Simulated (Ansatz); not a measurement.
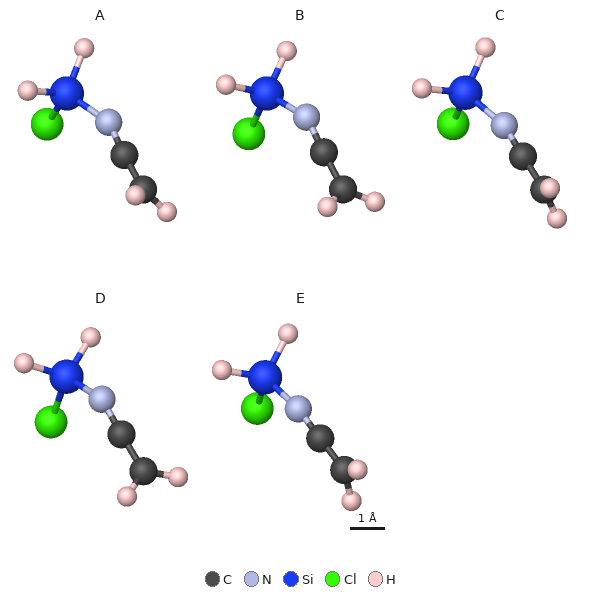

5 geometries from one relaxation of C$_{2}$H$_{4}$ClNSi (coarse preliminary run), in shuffled order. Style: ball-and-stick. Shown from a free direction.

The start comes from a force field.

The calculation used RKS PBE-D4/def2-SVP (Ansatz). Settings: force threshold 0.03 eV/Å; at most 200 steps.

Q: Order the frames from highest to lowest energy.

A: E, C, A, B, D. They are steps 0, 5, 8, 11, 19, at +51.4 kJ/mol, +15.4 kJ/mol, +10.3 kJ/mol, +2.08 kJ/mol relative to the last. Over 16 accepted moves (19 points after the start) the energy falls by 51.4 kJ/mol. Largest force component: 3.5 eV/Å at the start, 0.0066 eV/Å at the end. The line search rejected the trial steps at points 2, 13, 16 of the run. The atom that moves furthest after the best rigid fit is an H atom (1.29 Å). By element the largest moves are H 1.29 Å, Cl 0.55 Å, N 0.38 Å, C 0.14 Å, Si 0.05 Å. Among the contacts that change: H–Si 1.405 → 1.495 Å, N–Si 1.675 → 1.745 Å, C–H 1.159 → 1.099 Å, C–H 1.054 → 1.099 Å. Bond angles that change, for instance: C–N–Si 164.4° → 140.5°, N–Si–H 113.6° → 106.8°, C–C–H 125.7° → 120.3°.
